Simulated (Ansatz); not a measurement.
# CH7BNP (SMILES CB(N)P): BHLYP/def2-SVP

What is the vertical ionisation energy of CH7BNP at BHLYP/def2-SVP? 

The calculation is run with Ansatz 0.2.0.

94 further runs of the same task are left out: 94 set aside as unsound or not needed.

**1. The molecule**

CH7BNP: 11 atoms, total charge 0, spin state singlet. As SMILES, `CB(N)P`. Geometry: relaxed at PBE0-D4/def2-TZVP. This is one conformer, not always the lowest.

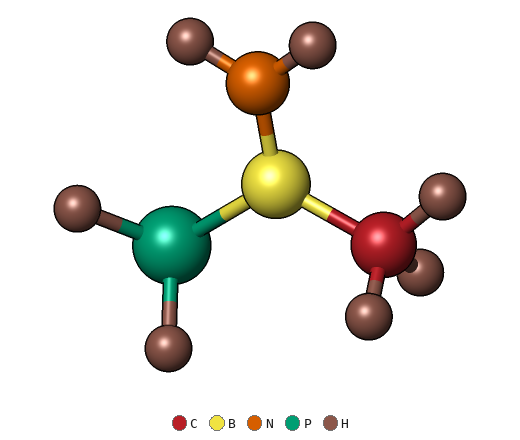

The structure, seen from a chosen angle (carbon red, boron yellow, nitrogen orange, phosphorus teal, hydrogen brown).

**2. A single-point energy at BHLYP/def2-SVP**

in.yaml

```yaml
basis:
  gaussian:
    orbitals: def2-SVP
crystal:
  periodic: [false, false, false]
  atoms:
    - symbol: C
      position_ang: [-1.093200, 0.922600, -0.128000]
    - symbol: B
      position_ang: [0.002900, -0.179800, 0.111900]
    - symbol: N
      position_ang: [0.427100, -0.495900, 1.401400]
    - symbol: P
      position_ang: [0.670900, -1.204900, -1.389100]
    - symbol: H
      position_ang: [-1.903500, 0.553200, -0.763700]
    - symbol: H
      position_ang: [-1.537000, 1.299300, 0.798300]
    - symbol: H
      position_ang: [-0.659600, 1.776600, -0.659200]
    - symbol: H
      position_ang: [1.134100, -1.179200, 1.611000]
    - symbol: H
      position_ang: [0.043300, -0.049800, 2.218400]
    - symbol: H
      position_ang: [2.007200, -1.393300, -0.948800]
    - symbol: H
      position_ang: [0.973300, -0.105700, -2.231400]
magnetization:
  spin_polarized: false
  initial_magnetization: 0
hamiltonian:
  xc: {name: BHLYP}
accuracy: high
output: {orbitals: {seedname: orbitals}}
```

On the command line:

```
$ ansatz run in.yaml --threads 1 --pin off --max-ram 3480MiB --events-out events.jsonl --progress --plain --runs-dir runs
```

The log of the run:

```text
Warning: RAYON_NUM_THREADS=1 ignored (pool sized by the plan → 1); use --threads N
Functional definition: BHLYP
  name "BHLYP"
  parameter a = 0.5
  exchange = (1 - a)*b88_x + a*exact_x
  correlation = lyp_c
2303 factors; integrals over basis functions are off by at most 3.8e-9 eV
mean field evaluation 1: about -12594.2774 eV, gradient 5.0e1 eV
mean field evaluation 2: about -12595.1195 eV, gradient 4.7e1 eV
mean field evaluation 4: about -12599.9218 eV, gradient 1.8e0 eV
mean field evaluation 8: about -12600.3869 eV, gradient 1.2e-1 eV
mean field evaluation 16: about -12600.3871 eV, gradient 1.7e-5 eV
mean field -12600.38708198 eV, -463.0556844136 hartree, gradient 1.7e-8 eV, S^2 0.000000; 0 other end points of the search recorded, 0 dependent functions left out
reference -12600.38711097 eV, -463.0556854790 hartree; 20, 20 occupied and 75, 75 virtual orbitals, 2303 factors
Total energy: -12600.38711097 eV, -463.0556854790 hartree
```

It took 5.4 s on 1 thread of Intel Xeon 6975P-C (Granite Rapids), shared host; peak memory 0.35 GiB.

**3. The doublet cation**

run.yaml

```yaml
crystal:
  periodic: [false, false, false]
  atoms:
    - {symbol: C, position_ang: [-1.093200, 0.922600, -0.128000]}
    - {symbol: B, position_ang: [0.002900, -0.179800, 0.111900]}
    - {symbol: N, position_ang: [0.427100, -0.495900, 1.401400]}
    - {symbol: P, position_ang: [0.670900, -1.204900, -1.389100]}
    - {symbol: H, position_ang: [-1.903500, 0.553200, -0.763700]}
    - {symbol: H, position_ang: [-1.537000, 1.299300, 0.798300]}
    - {symbol: H, position_ang: [-0.659600, 1.776600, -0.659200]}
    - {symbol: H, position_ang: [1.134100, -1.179200, 1.611000]}
    - {symbol: H, position_ang: [0.043300, -0.049800, 2.218400]}
    - {symbol: H, position_ang: [2.007200, -1.393300, -0.948800]}
    - {symbol: H, position_ang: [0.973300, -0.105700, -2.231400]}
basis:
  gaussian: {orbitals: def2-SVP}
accuracy: high
output: {orbitals: {seedname: orbitals}}
hamiltonian: {xc: {name: BHLYP}}
total_charge: 1
magnetization: {spin_polarized: true, initial_magnetization: 1}
```

On the command line:

```
$ ansatz run run.yaml --threads 1 --pin off --max-ram 3480MiB --events-out events.jsonl --progress --plain --runs-dir runs
```

The log of the run:

```text
Warning: RAYON_NUM_THREADS=1 ignored (pool sized by the plan → 1); use --threads N
[... 5 set-up lines as earlier in the session ...]
2303 factors; integrals over basis functions are off by at most 3.8e-9 eV
mean field evaluation 1: about -12579.1194 eV, gradient 5.1e1 eV
mean field evaluation 2: about -12567.3484 eV, gradient 6.5e1 eV
mean field evaluation 4: about -12591.2132 eV, gradient 4.0e0 eV
mean field evaluation 8: about -12591.4047 eV, gradient 2.3e-1 eV
mean field evaluation 16: about -12591.4083 eV, gradient 4.6e-3 eV
mean field evaluation 32: about -12591.4083 eV, gradient 1.6e-7 eV
mean field -12591.40834829 eV, -462.7257220366 hartree, gradient 7.2e-8 eV, S^2 0.756577; 2 other end points of the search recorded, 0 dependent functions left out
reference -12591.40837558 eV, -462.7257230393 hartree; 20, 19 occupied and 75, 76 virtual orbitals, 2303 factors
Total energy: -12591.40837558 eV, -462.7257230393 hartree
```

Run time: 11 s. Hardware: 1 thread of Intel Xeon 6975P-C (Granite Rapids), shared host; peak memory 0.47 GiB.

**4. Outcome**

At BHLYP/def2-SVP:

```
                                          quantity          value
                      singlet CH7BNP: total energy  -463.05569 Eh
                       singlet CH7BNP: HOMO energy       -7.75 eV
                       singlet CH7BNP: LUMO energy        1.68 eV
                     singlet CH7BNP: HOMO–LUMO gap        9.43 eV
                      doublet cation: total energy  -462.72572 Eh
doublet cation: HOMO energy (highest over α and β)      -14.76 eV
 doublet cation: LUMO energy (lowest over α and β)      -10.23 eV
                              doublet cation: ⟨S²⟩          0.757
vertical ionisation energy (to the doublet cation)       8.979 eV
```

The vertical ionisation energy comes to 8.98 eV (866 kJ/mol). The negative HOMO energy of the first species, 7.75 eV, lies 1.23 eV below that difference.
